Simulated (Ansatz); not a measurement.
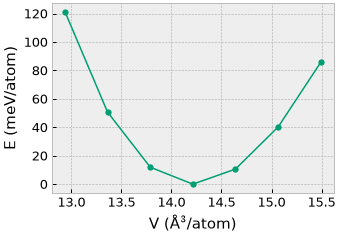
Figure. NbRh₃ (Cu3Au type, Pm-3m) under volume change, the program Ansatz at the PBEsol level (PAW), scaled uniformly.

Question: What does a third-order Birch–Murnaghan fit give for V₀, B₀ and B′?

Answer: V₀ = 14.21 Å³/atom, B₀ = 282 GPa, B′ = 4.8.

The workflow started from an entry of the Crystallography Open Database (COD). Its standing as an ambient phase is unchecked. The PBEsol relaxation kept the symmetry of its start; its stability against distortions is not shown here. No spin polarisation was allowed.

Potentials: the later of the program's two PAW sets.
